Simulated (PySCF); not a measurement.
C₂H₅FNSi: property calculation (part 2 of 2)

C₂H₅FNSi, multiplicity 2, SMILES [CH]=C[SiH](N)F; HF/cc-pVDZ, UHF (PySCF 2.14.0). The geometry comes from this level: GFN2-xTB.

Geometry of the input (Å):
```
C  -1.9817  0.4531  -0.8198
C  -1.2087  -0.5300  -0.5052
Si 0.6830  -0.4591  -0.1799
N  1.2175  0.6822  0.9824
F  1.0388  -1.8823  0.4891
H  -1.8402  1.4971  -1.0023
H  -1.6129  -1.5296  -0.3856
H  1.4744  -0.3365  -1.3898
H  1.1842  0.4421  1.9603
H  1.0457  1.6629  0.8507
```

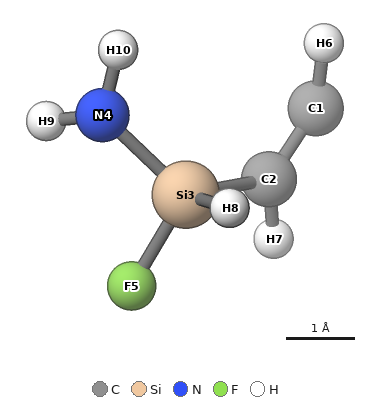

Figure 1. The structure as given in the input (ball-and-stick view, seen at a tilt; atoms are numbered from 1 in the order of the input).

**Output, continued**
```
MO #72  energy= 1.81586942475958   | 1.82040862869325   occ= 0 | 0
MO #73  energy= 1.84703982512903   | 1.85024992222307   occ= 0 | 0
MO #74  energy= 1.86029989915597   | 1.86167096683499   occ= 0 | 0
MO #75  energy= 1.91575060952874   | 1.91752613066741   occ= 0 | 0
MO #76  energy= 1.94219660757994   | 1.95661221649245   occ= 0 | 0
MO #77  energy= 2.05362978893368   | 2.05413680677136   occ= 0 | 0
MO #78  energy= 2.11190638459535   | 2.1248083860882    occ= 0 | 0
MO #79  energy= 2.17428647081097   | 2.17400656537415   occ= 0 | 0
MO #80  energy= 2.23866090457398   | 2.24266697856505   occ= 0 | 0
MO #81  energy= 2.26997054688302   | 2.2806942743448    occ= 0 | 0
MO #82  energy= 2.29522060608674   | 2.30406383134925   occ= 0 | 0
MO #83  energy= 2.32148385192106   | 2.32965958269886   occ= 0 | 0
MO #84  energy= 2.35447068078752   | 2.35624027310766   occ= 0 | 0
MO #85  energy= 2.43794506588724   | 2.45019639871192   occ= 0 | 0
MO #86  energy= 2.55155007041386   | 2.56859314584836   occ= 0 | 0
MO #87  energy= 2.5989878930413    | 2.59971099188333   occ= 0 | 0
MO #88  energy= 2.62345144660495   | 2.626378092736     occ= 0 | 0
MO #89  energy= 2.65901773550113   | 2.65986099530624   occ= 0 | 0
MO #90  energy= 2.79747645631697   | 2.79769385218369   occ= 0 | 0
MO #91  energy= 2.87780856539843   | 2.88181567740924   occ= 0 | 0
MO #92  energy= 3.07501643230274   | 3.09439095597482   occ= 0 | 0
MO #93  energy= 3.1254272500913    | 3.12544611533689   occ= 0 | 0
MO #94  energy= 3.30139830267005   | 3.30139204137851   occ= 0 | 0
MO #95  energy= 4.01218280929028   | 4.01261577954525   occ= 0 | 0
MO #96  energy= 4.01426474946457   | 4.01471550876717   occ= 0 | 0
MO #97  energy= 4.0836758402361    | 4.0842599954704    occ= 0 | 0
MO #98  energy= 4.09964495037963   | 4.10053526427656   occ= 0 | 0
MO #99  energy= 4.30493078079447   | 4.3057103967602    occ= 0 | 0

To work with the spin densities directly, `use mulliken_meta_spin()` only printing them here.

 ** Mulliken spin pop alpha/beta on meta-lowdin orthogonal AOs **
 ** Mulliken Spin Density (per AO)  **
spin_pop of  0 C 1s       -0.00000
spin_pop of  0 C 2s        0.17829
spin_pop of  0 C 3s        0.00225
spin_pop of  0 C 2px       0.72940
spin_pop of  0 C 2py       0.09194
spin_pop of  0 C 2pz       0.37793
spin_pop of  0 C 3px       0.00443
spin_pop of  0 C 3py       0.00032
spin_pop of  0 C 3pz       0.00168
spin_pop of  0 C 3dxy     -0.00058
spin_pop of  0 C 3dyz     -0.00019
spin_pop of  0 C 3dz^2     0.00001
spin_pop of  0 C 3dxz     -0.00061
spin_pop of  0 C 3dx2-y2   -0.00080
spin_pop of  1 C 1s        0.00000
spin_pop of  1 C 2s       -0.04542
spin_pop of  1 C 3s        0.00085
spin_pop of  1 C 2px      -0.04998
spin_pop of  1 C 2py      -0.05086
spin_pop of  1 C 2pz      -0.35199
spin_pop of  1 C 3px       0.00024
spin_pop of  1 C 3py       0.00044
spin_pop of  1 C 3pz      -0.00287
spin_pop of  1 C 3dxy     -0.00002
spin_pop of  1 C 3dyz      0.00042
spin_pop of  1 C 3dz^2     0.00111
spin_pop of  1 C 3dxz      0.00029
spin_pop of  1 C 3dx2-y2    0.00127
spin_pop of  2 Si 1s        0.00000
spin_pop of  2 Si 2s        0.00000
spin_pop of  2 Si 3s        0.02674
spin_pop of  2 Si 4s        0.00042
spin_pop of  2 Si 2px       0.00000
spin_pop of  2 Si 2py      -0.00000
spin_pop of  2 Si 2pz      -0.00000
spin_pop of  2 Si 3px       0.04098
spin_pop of  2 Si 3py       0.00065
spin_pop of  2 Si 3pz      -0.00495
spin_pop of  2 Si 4px       0.00257
spin_pop of  2 Si 4py      -0.00004
spin_pop of  2 Si 4pz      -0.00011
spin_pop of  2 Si 3dxy     -0.00012
spin_pop of  2 Si 3dyz     -0.00003
spin_pop of  2 Si 3dz^2     0.00029
spin_pop of  2 Si 3dxz     -0.00099
spin_pop of  2 Si 3dx2-y2    0.00197
spin_pop of  3 N 1s        0.00000
spin_pop of  3 N 2s       -0.00082
spin_pop of  3 N 3s       -0.00005
spin_pop of  3 N 2px       0.00043
spin_pop of  3 N 2py      -0.00043
spin_pop of  3 N 2pz      -0.00057
spin_pop of  3 N 3px       0.00043
spin_pop of  3 N 3py      -0.00006
spin_pop of  3 N 3pz      -0.00001
spin_pop of  3 N 3dxy     -0.00001
spin_pop of  3 N 3dyz     -0.00001
spin_pop of  3 N 3dz^2     0.00000
spin_pop of  3 N 3dxz     -0.00001
spin_pop of  3 N 3dx2-y2    0.00000
spin_pop of  4 F 1s       -0.00000
spin_pop of  4 F 2s        0.00046
spin_pop of  4 F 3s        0.00006
spin_pop of  4 F 2px       0.00320
spin_pop of  4 F 2py       0.00086
spin_pop of  4 F 2pz       0.00044
spin_pop of  4 F 3px       0.00018
spin_pop of  4 F 3py      -0.00002
spin_pop of  4 F 3pz      -0.00000
spin_pop of  4 F 3dxy     -0.00000
spin_pop of  4 F 3dyz      0.00000
spin_pop of  4 F 3dz^2     0.00000
spin_pop of  4 F 3dxz     -0.00000
spin_pop of  4 F 3dx2-y2    0.00000
spin_pop of  5 H 1s       -0.02575
spin_pop of  5 H 2s        0.00045
spin_pop of  5 H 2px       0.00011
spin_pop of  5 H 2py      -0.00007
spin_pop of  5 H 2pz       0.00019
spin_pop of  6 H 1s        0.06538
spin_pop of  6 H 2s        0.00055
spin_pop of  6 H 2px       0.00004
spin_pop of  6 H 2py       0.00010
spin_pop of  6 H 2pz      -0.00016
spin_pop of  7 H 1s        0.00037
spin_pop of  7 H 2s        0.00002
spin_pop of  7 H 2px      -0.00002
spin_pop of  7 H 2py      -0.00000
spin_pop of  7 H 2pz      -0.00013
spin_pop of  8 H 1s       -0.00007
spin_pop of  8 H 2s        0.00001
spin_pop of  8 H 2px       0.00000
spin_pop of  8 H 2py       0.00000
spin_pop of  8 H 2pz       0.00000
spin_pop of  9 H 1s       -0.00009
spin_pop of  9 H 2s        0.00002
spin_pop of  9 H 2px       0.00001
spin_pop of  9 H 2py      -0.00000
spin_pop of  9 H 2pz       0.00000
 ** Mulliken Spin Density (per atom)  **
spin density of  0 C =      1.38405
spin density of  1 C =     -0.49651
spin density of  2 Si =      0.06740
spin density of  3 N =     -0.00110
spin density of  4 F =      0.00517
spin density of  5 H =     -0.02507
spin density of  6 H =      0.06591
spin density of  7 H =      0.00024
spin density of  8 H =     -0.00005
spin density of  9 H =     -0.00005
 ** Mulliken pop alpha/beta on meta-lowdin orthogonal AOs **
 ** Mulliken pop       alpha | beta **
pop of  0 C 1s        0.99999 | 0.99999
pop of  0 C 2s        0.63529 | 0.45700
pop of  0 C 3s        0.00478 | 0.00253
pop of  0 C 2px       0.84571 | 0.11631
pop of  0 C 2py       0.57667 | 0.48473
pop of  0 C 2pz       0.66518 | 0.28725
pop of  0 C 3px       0.00564 | 0.00121
pop of  0 C 3py       0.00437 | 0.00405
pop of  0 C 3pz       0.00214 | 0.00046
pop of  0 C 3dxy      0.00144 | 0.00202
pop of  0 C 3dyz      0.00049 | 0.00068
pop of  0 C 3dz^2     0.00070 | 0.00069
pop of  0 C 3dxz      0.00041 | 0.00101
pop of  0 C 3dx2-y2    0.00067 | 0.00147
pop of  1 C 1s        0.99999 | 0.99999
pop of  1 C 2s        0.50355 | 0.54897
pop of  1 C 3s        0.00310 | 0.00225
pop of  1 C 2px       0.56963 | 0.61961
pop of  1 C 2py       0.52384 | 0.57471
pop of  1 C 2pz       0.33433 | 0.68632
pop of  1 C 3px       0.00209 | 0.00185
pop of  1 C 3py       0.00257 | 0.00213
pop of  1 C 3pz       0.00102 | 0.00389
pop of  1 C 3dxy      0.00120 | 0.00122
pop of  1 C 3dyz      0.00094 | 0.00052
pop of  1 C 3dz^2     0.00178 | 0.00067
pop of  1 C 3dxz      0.00046 | 0.00016
pop of  1 C 3dx2-y2    0.00176 | 0.00049
pop of  2 Si 1s        1.00000 | 1.00000
pop of  2 Si 2s        0.99995 | 0.99995
pop of  2 Si 3s        0.45775 | 0.43101
pop of  2 Si 4s        0.00515 | 0.00473
pop of  2 Si 2px       0.99997 | 0.99996
pop of  2 Si 2py       0.99995 | 0.99995
pop of  2 Si 2pz       0.99997 | 0.99997
pop of  2 Si 3px       0.36503 | 0.32405
pop of  2 Si 3py       0.18493 | 0.18428
pop of  2 Si 3pz       0.31936 | 0.32431
pop of  2 Si 4px       0.01011 | 0.00754
pop of  2 Si 4py       0.00602 | 0.00606
pop of  2 Si 4pz       0.00631 | 0.00642
pop of  2 Si 3dxy      0.00527 | 0.00540
pop of  2 Si 3dyz      0.00687 | 0.00690
pop of  2 Si 3dz^2     0.00612 | 0.00583
pop of  2 Si 3dxz      0.00640 | 0.00739
pop of  2 Si 3dx2-y2    0.00987 | 0.00790
pop of  3 N 1s        0.99999 | 0.99999
pop of  3 N 2s        0.66450 | 0.66532
pop of  3 N 3s        0.00115 | 0.00119
pop of  3 N 2px       0.90780 | 0.90737
pop of  3 N 2py       0.63474 | 0.63517
pop of  3 N 2pz       0.64703 | 0.64760
pop of  3 N 3px       0.01117 | 0.01074
pop of  3 N 3py       0.00065 | 0.00071
pop of  3 N 3pz       0.00097 | 0.00097
pop of  3 N 3dxy      0.00061 | 0.00062
pop of  3 N 3dyz      0.00068 | 0.00070
pop of  3 N 3dz^2     0.00097 | 0.00097
pop of  3 N 3dxz      0.00048 | 0.00048
pop of  3 N 3dx2-y2    0.00098 | 0.00098
pop of  4 F 1s        1.00000 | 1.00000
pop of  4 F 2s        0.92108 | 0.92062
pop of  4 F 3s        0.00040 | 0.00034
pop of  4 F 2px       0.97154 | 0.96833
pop of  4 F 2py       0.92045 | 0.91959
pop of  4 F 2pz       0.95884 | 0.95841
pop of  4 F 3px       0.00130 | 0.00113
pop of  4 F 3py       0.00082 | 0.00084
pop of  4 F 3pz       0.00103 | 0.00103
pop of  4 F 3dxy      0.00036 | 0.00037
pop of  4 F 3dyz      0.00056 | 0.00056
pop of  4 F 3dz^2     0.00022 | 0.00022
pop of  4 F 3dxz      0.00010 | 0.00010
pop of  4 F 3dx2-y2    0.00051 | 0.00051
pop of  5 H 1s        0.42510 | 0.45085
pop of  5 H 2s        0.00582 | 0.00537
pop of  5 H 2px       0.00029 | 0.00018
pop of  5 H 2py       0.00114 | 0.00121
pop of  5 H 2pz       0.00023 | 0.00004
pop of  6 H 1s        0.46792 | 0.40254
pop of  6 H 2s        0.00533 | 0.00478
pop of  6 H 2px       0.00023 | 0.00020
pop of  6 H 2py       0.00093 | 0.00083
pop of  6 H 2pz       0.00004 | 0.00020
pop of  7 H 1s        0.58056 | 0.58019
pop of  7 H 2s        0.00207 | 0.00204
pop of  7 H 2px       0.00127 | 0.00130
pop of  7 H 2py       0.00012 | 0.00012
pop of  7 H 2pz       0.00226 | 0.00239
pop of  8 H 1s        0.38047 | 0.38053
pop of  8 H 2s        0.00500 | 0.00499
pop of  8 H 2px       0.00086 | 0.00085
pop of  8 H 2py       0.00009 | 0.00009
pop of  8 H 2pz       0.00103 | 0.00103
pop of  9 H 1s        0.38468 | 0.38477
pop of  9 H 2s        0.00482 | 0.00480
pop of  9 H 2px       0.00087 | 0.00086
pop of  9 H 2py       0.00108 | 0.00108
pop of  9 H 2pz       0.00008 | 0.00007
In total            24.00000 | 23.00000
 ** Mulliken atomic charges   ( Nelec_alpha | Nelec_beta ) **
charge of  0C =     -0.10289  (     3.74347      2.35942 )
charge of  1C =     -0.38903  (     2.94626      3.44277 )
charge of  2Si =      1.28934  (     6.38903      6.32163 )
charge of  3N =     -0.74454  (     3.87172      3.87282 )
charge of  4F =     -0.54928  (     4.77723      4.77206 )
charge of  5H =      0.10975  (     0.43259      0.45766 )
charge of  6H =      0.11701  (     0.47445      0.40854 )
charge of  7H =     -0.17230  (     0.58627      0.58603 )
charge of  8H =      0.22506  (     0.38744      0.38749 )
charge of  9H =      0.21688  (     0.39153      0.39159 )
Dipole moment(X, Y, Z, Debye): -0.62625,  2.46083,  0.16457
Traceless quadrupole moment (Debye*A):
```

**Results in brief**

```tsv
quantity	value
outcome	converged
total energy	−521.248801 hartree
basis functions	99
⟨S²⟩	0.919
dipole moment	2.54 D
hardware	1 thread of Arm Neoverse V2, 24 GiB of memory available, shared host
wall time	2.4 s
peak memory	0.16 GiB
```

The record of the run, not the program, notes: logged alpha LUMO and gap are faulty; spin contamination. ⟨S²⟩ is 0.92 against 0.75 for a pure state: the solution is spin-contaminated.
